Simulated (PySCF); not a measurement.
# AlBr₂H₄N: core binding energies at several levels of theory

How much do the core binding energies of AlBr₂H₄N (`[NH3+][AlH-]([Br])[Br]`) depend on the level of theory, and what does each level cost?

Computed with PySCF 2.14.0, with density-fitted response routines of our own, on a single molecule in the gas phase. Atoms are numbered from 0 throughout.

## (1) Starting geometry

8 atoms, charge 0, multiplicity 1; geometry from: PBE0-D3(BJ)/def2-SVP.

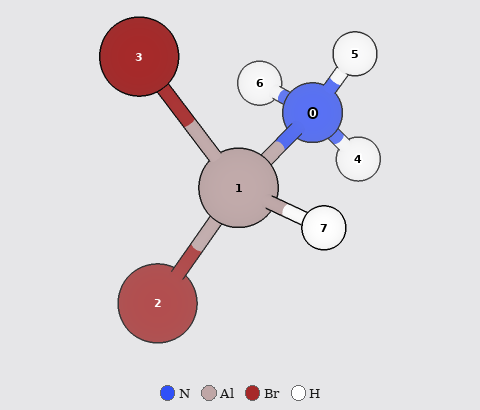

As it starts; nitrogen blue, aluminium light grey, bromine red, hydrogen white, atoms numbered; sticks join atoms by distance.

## (2) Core holes by ΔSCF: SCAN, X2C

The job: settings as JSON, then the geometry in Å.

```
{"job": {"kind": "xps"}, "charge": 0, "multiplicity": 1}
N     -1.005674    -0.000292     0.021081
Al     1.018276    -0.005851     0.203924
Br     1.429132     1.920597    -0.967518
Br     1.419590    -1.937930    -0.960963
H     -1.429220     0.849471     0.399766
H     -1.446671    -0.807682     0.467073
H     -1.234094    -0.038446    -0.975309
H      1.300659     0.001222     1.759209
```

Level: delta-SCF UKS SCAN, pcX-2 on the ionised atom, pcseg-1 elsewhere, spin-free X2C.

On the command line:

```console
$ OMP_NUM_THREADS=1 python probes_run.py task.json out
```

The driver reads the jobs from task.json and runs them one after another.

Standard output:

```text
ground state, core basis on atom 0 (N), 137 functions
  cycle   1  E = -5497.39699564  |g| = 3.94e-01
  cycle   2  E = -5497.39624040  |g| = 4.26e-01
  cycle   3  E = -5497.44157192  |g| = 6.44e-02
  cycle   4  E = -5497.44267269  |g| = 1.72e-02
  cycle   5  E = -5497.44271681  |g| = 6.39e-03
  cycle   6  E = -5497.44272878  |g| = 2.03e-03
  cycle   7  E = -5497.44273920  |g| = 3.86e-04
  E(ground) = -5497.77090958 Eh
hole in N 1s of atom 0
  cycle   1  E = -5481.76011877  |g| = 1.85e+00
  cycle   2  E = -5473.41376286  |g| = 3.49e+00
  cycle   3  E = -5482.13449571  |g| = 6.31e-01
  cycle   4  E = -5482.37483196  |g| = 3.26e-01
  cycle   5  E = -5482.43014213  |g| = 1.15e-01
  cycle   6  E = -5482.43873314  |g| = 3.65e-02
  cycle   7  E = -5482.43964138  |g| = 5.66e-03
  cycle   8  E = -5482.43966039  |g| = 1.72e-03
  cycle   9  E = -5482.43966113  |g| = 7.45e-04
  cycle  10  E = -5482.43966231  |g| = 2.04e-04
  E(ion) = -5482.76688142 Eh   <S^2> = 0.7644   hole on atom = 1.000   binding energy = 408.280 eV
ground state, core basis on atom 1 (Al), 148 functions
  cycle   1  E = -5497.50331619  |g| = 2.43e-01
  cycle   2  E = -5497.50335001  |g| = 4.96e-02
  cycle   3  E = -5497.50333016  |g| = 3.82e-02
  cycle   4  E = -5497.50362084  |g| = 7.92e-03
  cycle   5  E = -5497.50364380  |g| = 6.41e-04
  cycle   6  E = -5497.50364249  |g| = 1.91e-04
  E(ground) = -5497.79648732 Eh
hole in Al 1s of atom 1
  cycle   1  E = -5438.88635674  |g| = 3.98e+00
  cycle   2  E = -5438.66140228  |g| = 2.21e+00
  cycle   3  E = -5439.24818197  |g| = 9.26e-01
  cycle   4  E = -5439.81722183  |g| = 3.61e-01
  cycle   5  E = -5439.89998879  |g| = 6.75e-02
  cycle   6  E = -5439.90075411  |g| = 4.96e-02
  cycle   7  E = -5439.90184210  |g| = 7.80e-03
  cycle   8  E = -5439.90187004  |g| = 1.51e-03
  cycle   9  E = -5439.90187428  |g| = 3.81e-04
  E(ion) = -5440.19444077 Eh   <S^2> = 0.7520   hole on atom = 1.000   binding energy = 1567.432 eV
hole in Al 2p of atom 1
  cycle   1  E = -5494.23445518  |g| = 1.09e+00
  cycle   2  E = -5493.90039216  |g| = 1.19e+00
  cycle   3  E = -5494.41714055  |g| = 3.87e-01
  cycle   4  E = -5494.52125641  |g| = 8.57e-02
  cycle   5  E = -5494.52488757  |g| = 3.17e-02
  cycle   6  E = -5494.52527840  |g| = 1.37e-02
  cycle   7  E = -5494.52536747  |g| = 1.68e-03
  cycle   8  E = -5494.52536836  |g| = 3.12e-04
  E(ion) = -5494.82271147 Eh   <S^2> = 0.7520   hole on atom = 1.004   binding energy = 80.921 eV
  2p3/2 = 80.894 eV   2p1/2 = 81.349 eV
```

Run time: 12 s. Hardware: 1 thread of Arm Neoverse V1, shared host; peak memory 0.46 GiB.

Binding energies by hole, beside the orbital energy of the ground state; the difference holds orbital relaxation and, for a density functional, its self-interaction error:

```
       hole  stands for                       environment  ΔSCF (eV; 2p as the shell's mean)  −ε (eV)   ⟨S²⟩
  N1s on N0          N0  donor nitrogen of a Lewis adduct                             408.28    388.6  0.764
Al1s on Al1         Al1    aluminium bonded to 2 Br, N, H                            1567.43   1519.0  0.752
Al2p on Al1         Al1    aluminium bonded to 2 Br, N, H                              81.05     71.4  0.752
```

With the spin-orbit splitting: Al1 2p3/2 80.89, 2p1/2 81.35 eV. The table gives each 2p level as the mean over the whole 2p shell (two parts 2p3/2, one part 2p1/2), which differs a little from the single hole in the log.

## (3) Core holes by ΔSCF: B3LYP, X2C

The job, as its differences from that of step 2:

```diff
@@ -1,2 +1,2 @@
-{"job": {"kind": "xps"}, "charge": 0, "multiplicity": 1}
+{"job": {"kind": "xps", "xc": "B3LYP"}, "charge": 0, "multiplicity": 1}
 N     -1.005674    -0.000292     0.021081
```

Level: delta-SCF UKS B3LYP, pcX-2 on the ionised atom, pcseg-1 elsewhere, spin-free X2C.

Standard output:

```text
ground state, core basis on atom 0 (N), 137 functions
  cycle   1  E = -5497.55884783  |g| = 4.02e-01
  cycle   2  E = -5497.56041864  |g| = 4.22e-01
  cycle   3  E = -5497.60717825  |g| = 4.54e-02
  cycle   4  E = -5497.60774968  |g| = 1.44e-02
  cycle   5  E = -5497.60779661  |g| = 3.69e-03
  cycle   6  E = -5497.60779843  |g| = 1.29e-03
  cycle   7  E = -5497.60780226  |g| = 1.71e-04
  E(ground) = -5497.61741106 Eh
hole in N 1s of atom 0
  cycle   1  E = -5481.93370582  |g| = 1.86e+00
  cycle   2  E = -5476.84065478  |g| = 3.33e+00
  cycle   3  E = -5482.41541171  |g| = 5.07e-01
  cycle   4  E = -5482.54233676  |g| = 3.24e-01
  cycle   5  E = -5482.60357948  |g| = 6.93e-02
  cycle   6  E = -5482.60653000  |g| = 2.26e-02
  cycle   7  E = -5482.60688200  |g| = 3.67e-03
  cycle   8  E = -5482.60689007  |g| = 1.04e-03
  cycle   9  E = -5482.60689505  |g| = 4.88e-04
  E(ion) = -5482.61649015 Eh   <S^2> = 0.7586   hole on atom = 1.000   binding energy = 408.196 eV
ground state, core basis on atom 1 (Al), 148 functions
  cycle   1  E = -5497.64307394  |g| = 1.40e-01
  cycle   2  E = -5497.64312229  |g| = 4.16e-02
  cycle   3  E = -5497.64319321  |g| = 2.83e-02
  cycle   4  E = -5497.64335254  |g| = 5.99e-03
  cycle   5  E = -5497.64335574  |g| = 6.37e-04
  cycle   6  E = -5497.64335746  |g| = 9.25e-05
  E(ground) = -5497.65210693 Eh
hole in Al 1s of atom 1
  cycle   1  E = -5439.05641831  |g| = 4.02e+00
  cycle   2  E = -5439.02492087  |g| = 2.11e+00
  cycle   3  E = -5439.61835960  |g| = 8.10e-01
  cycle   4  E = -5440.01548731  |g| = 3.22e-01
  cycle   5  E = -5440.08253122  |g| = 4.70e-02
  cycle   6  E = -5440.08292383  |g| = 3.51e-02
  cycle   7  E = -5440.08343901  |g| = 2.47e-03
  cycle   8  E = -5440.08344539  |g| = 4.52e-04
  E(ion) = -5440.09220437 Eh   <S^2> = 0.7518   hole on atom = 1.000   binding energy = 1566.285 eV
hole in Al 2p of atom 1
  cycle   1  E = -5494.38241116  |g| = 1.09e+00
  cycle   2  E = -5494.17766998  |g| = 1.08e+00
  cycle   3  E = -5494.60000761  |g| = 3.18e-01
  cycle   4  E = -5494.66748845  |g| = 6.32e-02
  cycle   5  E = -5494.66968949  |g| = 2.21e-02
  cycle   6  E = -5494.66989789  |g| = 4.39e-03
  cycle   7  E = -5494.66990515  |g| = 5.08e-04
  cycle   8  E = -5494.66990628  |g| = 1.90e-04
  E(ion) = -5494.67868412 Eh   <S^2> = 0.7520   hole on atom = 1.003   binding energy = 80.911 eV
  2p3/2 = 80.831 eV   2p1/2 = 81.259 eV
```

Wall time 24 s (1 thread of Arm Neoverse V1, shared host); peak memory 0.56 GiB.

The holes in one table. −ε is the ground-state orbital energy:

```
       hole  stands for                       environment  ΔSCF (eV; 2p as the shell's mean)  −ε (eV)   ⟨S²⟩
  N1s on N0          N0  donor nitrogen of a Lewis adduct                             408.20    392.4  0.759
Al1s on Al1         Al1    aluminium bonded to 2 Br, N, H                            1566.28   1528.0  0.752
Al2p on Al1         Al1    aluminium bonded to 2 Br, N, H                              80.97     73.5  0.752
```

With the spin-orbit splitting: Al1 2p3/2 80.83, 2p1/2 81.26 eV. The table gives each 2p level as the mean over the whole 2p shell (two parts 2p3/2, one part 2p1/2), which differs a little from the single hole in the log.

## (4) Core-electron binding energies: PBE0, X2C

The job, as its differences from that of step 3:

```diff
@@ -1,2 +1,2 @@
-{"job": {"kind": "xps", "xc": "B3LYP"}, "charge": 0, "multiplicity": 1}
+{"job": {"kind": "xps", "xc": "PBE0"}, "charge": 0, "multiplicity": 1}
 N     -1.005674    -0.000292     0.021081
```

With the program's defaults for keys left out, this is: delta-SCF UKS PBE0, pcX-2 on the ionised atom, pcseg-1 elsewhere, spin-free X2C.

Standard output:

```text
ground state, core basis on atom 0 (N), 137 functions
  cycle   1  E = -5496.69998640  |g| = 3.58e-01
  cycle   2  E = -5496.71087475  |g| = 3.27e-01
  cycle   3  E = -5496.74044469  |g| = 3.86e-02
  cycle   4  E = -5496.74088576  |g| = 1.11e-02
  cycle   5  E = -5496.74092060  |g| = 1.50e-03
  cycle   6  E = -5496.74092106  |g| = 6.39e-04
  cycle   7  E = -5496.74092360  |g| = 2.44e-04
  E(ground) = -5496.74873861 Eh
hole in N 1s of atom 0
  cycle   1  E = -5481.08300395  |g| = 1.86e+00
  cycle   2  E = -5479.94709723  |g| = 2.21e+00
  cycle   3  E = -5481.66453117  |g| = 3.99e-01
  cycle   4  E = -5481.73480364  |g| = 1.91e-01
  cycle   5  E = -5481.75598227  |g| = 4.85e-02
  cycle   6  E = -5481.75731474  |g| = 1.14e-02
  cycle   7  E = -5481.75740669  |g| = 2.82e-03
  cycle   8  E = -5481.75741568  |g| = 1.02e-03
  cycle   9  E = -5481.75741663  |g| = 3.05e-04
  E(ion) = -5481.76528668 Eh   <S^2> = 0.7604   hole on atom = 1.000   binding energy = 407.720 eV
ground state, core basis on atom 1 (Al), 148 functions
  cycle   1  E = -5496.77595856  |g| = 1.79e-01
  cycle   2  E = -5496.77598328  |g| = 3.62e-02
  cycle   3  E = -5496.77598298  |g| = 3.31e-02
  cycle   4  E = -5496.77620677  |g| = 4.07e-03
  cycle   5  E = -5496.77620953  |g| = 5.37e-04
  cycle   6  E = -5496.77621292  |g| = 6.69e-05
  E(ground) = -5496.78335523 Eh
hole in Al 1s of atom 1
  cycle   1  E = -5438.21894342  |g| = 4.02e+00
  cycle   2  E = -5438.38126884  |g| = 1.95e+00
  cycle   3  E = -5438.89253833  |g| = 7.13e-01
  cycle   4  E = -5439.19876038  |g| = 2.69e-01
  cycle   5  E = -5439.24588661  |g| = 3.45e-02
  cycle   6  E = -5439.24611521  |g| = 2.47e-02
  cycle   7  E = -5439.24637335  |g| = 1.60e-03
  cycle   8  E = -5439.24637480  |g| = 3.19e-04
  E(ion) = -5439.25356140 Eh   <S^2> = 0.7519   hole on atom = 1.000   binding energy = 1565.465 eV
hole in Al 2p of atom 1
  cycle   1  E = -5493.52693114  |g| = 1.09e+00
  cycle   2  E = -5493.40853450  |g| = 9.85e-01
  cycle   3  E = -5493.75759663  |g| = 2.86e-01
  cycle   4  E = -5493.81205331  |g| = 5.23e-02
  cycle   5  E = -5493.81357545  |g| = 1.74e-02
  cycle   6  E = -5493.81370634  |g| = 3.41e-03
  cycle   7  E = -5493.81371057  |g| = 4.64e-04
  E(ion) = -5493.82090435 Eh   <S^2> = 0.7524   hole on atom = 1.004   binding energy = 80.612 eV
  2p3/2 = 80.532 eV   2p1/2 = 80.958 eV
```

Wall time 24 s (1 thread of Arm Neoverse V1, shared host); peak memory 0.56 GiB.

Binding energies by hole, beside the orbital energy of the ground state; the difference holds orbital relaxation and, for a density functional, its self-interaction error:

```
       hole  stands for                       environment  ΔSCF (eV; 2p as the shell's mean)  −ε (eV)   ⟨S²⟩
  N1s on N0          N0  donor nitrogen of a Lewis adduct                             407.72    394.2  0.760
Al1s on Al1         Al1    aluminium bonded to 2 Br, N, H                            1565.47   1531.5  0.752
Al2p on Al1         Al1    aluminium bonded to 2 Br, N, H                              80.67     74.2  0.752
```

With the spin-orbit splitting: Al1 2p3/2 80.53, 2p1/2 80.96 eV. The table gives each 2p level as the mean over the whole 2p shell (two parts 2p3/2, one part 2p1/2), which differs a little from the single hole in the log.

## (5) Core holes by ΔSCF: PBE, X2C

The job, as its differences from that of step 4:

```diff
@@ -1,2 +1,2 @@
-{"job": {"kind": "xps", "xc": "PBE0"}, "charge": 0, "multiplicity": 1}
+{"job": {"kind": "xps", "xc": "PBE"}, "charge": 0, "multiplicity": 1}
 N     -1.005674    -0.000292     0.021081
```

With the program's defaults for keys left out, this is: delta-SCF UKS PBE, pcX-2 on the ionised atom, pcseg-1 elsewhere, spin-free X2C.

Standard output:

```text
ground state, core basis on atom 0 (N), 137 functions
  cycle   1  E = -5496.48983287  |g| = 4.36e-01
  cycle   2  E = -5496.45691245  |g| = 5.89e-01
  cycle   3  E = -5496.54344715  |g| = 7.39e-02
  cycle   4  E = -5496.54506133  |g| = 1.95e-02
  cycle   5  E = -5496.54512833  |g| = 6.86e-03
  cycle   6  E = -5496.54514838  |g| = 1.65e-03
  cycle   7  E = -5496.54515152  |g| = 2.60e-04
  E(ground) = -5496.55586792 Eh
hole in N 1s of atom 0
  cycle   1  E = -5480.90226153  |g| = 1.87e+00
  cycle   2  E = -5471.73589455  |g| = 3.66e+00
  cycle   3  E = -5481.20926238  |g| = 6.89e-01
  cycle   4  E = -5481.43840915  |g| = 4.68e-01
  cycle   5  E = -5481.56358121  |g| = 1.44e-01
  cycle   6  E = -5481.57755109  |g| = 4.68e-02
  cycle   7  E = -5481.57906030  |g| = 7.80e-03
  cycle   8  E = -5481.57909439  |g| = 1.38e-03
  cycle   9  E = -5481.57909821  |g| = 5.03e-04
  cycle  10  E = -5481.57910260  |g| = 1.06e-04
  E(ion) = -5481.58987219 Eh   <S^2> = 0.7586   hole on atom = 1.000   binding energy = 407.245 eV
ground state, core basis on atom 1 (Al), 148 functions
  cycle   1  E = -5496.58034459  |g| = 2.29e-01
  cycle   2  E = -5496.58021132  |g| = 5.29e-02
  cycle   3  E = -5496.57995052  |g| = 5.71e-02
  cycle   4  E = -5496.58062862  |g| = 1.02e-02
  cycle   5  E = -5496.58065852  |g| = 1.28e-03
  cycle   6  E = -5496.58066212  |g| = 2.73e-04
  E(ground) = -5496.59047187 Eh
hole in Al 1s of atom 1
  cycle   1  E = -5438.05451256  |g| = 4.05e+00
  cycle   2  E = -5437.27011944  |g| = 2.56e+00
  cycle   3  E = -5438.10427343  |g| = 1.12e+00
  cycle   4  E = -5438.92115724  |g| = 5.16e-01
  cycle   5  E = -5439.08474233  |g| = 1.30e-01
  cycle   6  E = -5439.08832622  |g| = 9.40e-02
  cycle   7  E = -5439.09200532  |g| = 1.20e-02
  cycle   8  E = -5439.09210863  |g| = 1.99e-03
  cycle   9  E = -5439.09211299  |g| = 6.18e-04
  cycle  10  E = -5439.09211205  |g| = 9.88e-05
  E(ion) = -5439.10197095 Eh   <S^2> = 0.7515   hole on atom = 1.000   binding energy = 1564.342 eV
hole in Al 2p of atom 1
  cycle   1  E = -5493.34134662  |g| = 1.10e+00
  cycle   2  E = -5492.72414028  |g| = 1.42e+00
  cycle   3  E = -5493.47857944  |g| = 4.60e-01
  cycle   4  E = -5493.62343988  |g| = 1.18e-01
  cycle   5  E = -5493.63061479  |g| = 5.33e-02
  cycle   6  E = -5493.63188418  |g| = 1.14e-02
  cycle   7  E = -5493.63195418  |g| = 1.80e-03
  cycle   8  E = -5493.63195267  |g| = 3.41e-04
  E(ion) = -5493.64182166 Eh   <S^2> = 0.7516   hole on atom = 1.003   binding energy = 80.237 eV
  2p3/2 = 80.164 eV   2p1/2 = 80.597 eV
```

Run time: 9.2 s. Hardware: 1 thread of Arm Neoverse V1, shared host; peak memory 0.43 GiB.

The holes in one table. −ε is the ground-state orbital energy:

```
       hole  stands for                       environment  ΔSCF (eV; 2p as the shell's mean)  −ε (eV)   ⟨S²⟩
  N1s on N0          N0  donor nitrogen of a Lewis adduct                             407.25    383.2  0.759
Al1s on Al1         Al1    aluminium bonded to 2 Br, N, H                            1564.34   1510.1  0.751
Al2p on Al1         Al1    aluminium bonded to 2 Br, N, H                              80.31     69.2  0.752
```

With the spin-orbit splitting: Al1 2p3/2 80.16, 2p1/2 80.60 eV. The table gives each 2p level as the mean over the whole 2p shell (two parts 2p3/2, one part 2p1/2), which differs a little from the single hole in the log.

## (6) Core holes by ΔSCF: HF, X2C

The job, as its differences from that of step 5:

```diff
@@ -1,2 +1,2 @@
-{"job": {"kind": "xps", "xc": "PBE"}, "charge": 0, "multiplicity": 1}
+{"job": {"kind": "xps", "xc": "HF"}, "charge": 0, "multiplicity": 1}
 N     -1.005674    -0.000292     0.021081
```

Level: delta-SCF UKS HF, pcX-2 on the ionised atom, pcseg-1 elsewhere, spin-free X2C.

Standard output:

```text
ground state, core basis on atom 0 (N), 137 functions
  cycle   1  E = -5493.03583359  |g| = 3.87e-01
  cycle   2  E = -5493.08810902  |g| = 1.55e-01
  cycle   3  E = -5493.09465391  |g| = 3.86e-02
  cycle   4  E = -5493.09522175  |g| = 9.49e-03
  cycle   5  E = -5493.09525526  |g| = 2.55e-03
  cycle   6  E = -5493.09525782  |g| = 6.32e-04
  cycle   7  E = -5493.09525807  |g| = 1.85e-04
  E(ground) = -5493.09525807 Eh
hole in N 1s of atom 0
  cycle   1  E = -5477.42266406  |g| = 1.83e+00
  cycle   2  E = -5477.85408781  |g| = 9.51e-01
  cycle   3  E = -5478.08941065  |g| = 1.03e-01
  cycle   4  E = -5478.09306925  |g| = 2.10e-02
  cycle   5  E = -5478.09354522  |g| = 1.21e-02
  cycle   6  E = -5478.09377230  |g| = 4.86e-03
  cycle   7  E = -5478.09381302  |g| = 1.31e-03
  cycle   8  E = -5478.09381562  |g| = 2.81e-04
  E(ion) = -5478.09381562 Eh   <S^2> = 0.7754   hole on atom = 1.000   binding energy = 408.210 eV
ground state, core basis on atom 1 (Al), 148 functions
  cycle   1  E = -5493.13205314  |g| = 6.63e-02
  cycle   2  E = -5493.13232641  |g| = 1.06e-02
  cycle   3  E = -5493.13234626  |g| = 4.68e-03
  cycle   4  E = -5493.13235117  |g| = 6.01e-04
  cycle   5  E = -5493.13235135  |g| = 1.70e-04
  E(ground) = -5493.13235135 Eh
hole in Al 1s of atom 1
  cycle   1  E = -5434.50181327  |g| = 3.96e+00
  cycle   2  E = -5435.36736025  |g| = 1.00e+00
  cycle   3  E = -5435.48996634  |g| = 1.33e-01
  cycle   4  E = -5435.49831969  |g| = 4.40e-02
  cycle   5  E = -5435.49956411  |g| = 6.08e-03
  cycle   6  E = -5435.49962067  |g| = 2.32e-03
  cycle   7  E = -5435.49963013  |g| = 1.29e-03
  cycle   8  E = -5435.49963406  |g| = 5.72e-04
  cycle   9  E = -5435.49963510  |g| = 2.24e-04
  E(ion) = -5435.49963510 Eh   <S^2> = 0.7543   hole on atom = 1.000   binding energy = 1568.266 eV
hole in Al 2p of atom 1
  cycle   1  E = -5489.90006830  |g| = 1.07e+00
  cycle   2  E = -5490.12674384  |g| = 4.06e-01
  cycle   3  E = -5490.17387993  |g| = 6.15e-02
  cycle   4  E = -5490.17602407  |g| = 1.87e-02
  cycle   5  E = -5490.17633867  |g| = 5.63e-03
  cycle   6  E = -5490.17640433  |g| = 2.75e-03
  cycle   7  E = -5490.17641980  |g| = 1.46e-03
  cycle   8  E = -5490.17642551  |g| = 5.49e-04
  cycle   9  E = -5490.17642635  |g| = 1.75e-04
  E(ion) = -5490.17642635 Eh   <S^2> = 0.7587   hole on atom = 1.003   binding energy = 80.435 eV
  2p3/2 = 80.327 eV   2p1/2 = 80.729 eV
```

Wall time 18 s (1 thread of Arm Neoverse V1, shared host); peak memory 0.58 GiB.

The holes in one table. −ε is the ground-state orbital energy:

```
       hole  stands for                       environment  ΔSCF (eV; 2p as the shell's mean)  −ε (eV)   ⟨S²⟩
  N1s on N0          N0  donor nitrogen of a Lewis adduct                             408.21    426.5  0.775
Al1s on Al1         Al1    aluminium bonded to 2 Br, N, H                            1568.27   1595.4  0.754
Al2p on Al1         Al1    aluminium bonded to 2 Br, N, H                              80.46     88.0  0.759
```

With the spin-orbit splitting: Al1 2p3/2 80.33, 2p1/2 80.73 eV. The table gives each 2p level as the mean over the whole 2p shell (two parts 2p3/2, one part 2p1/2), which differs a little from the single hole in the log.

(Part 1 of 2 ends here.)
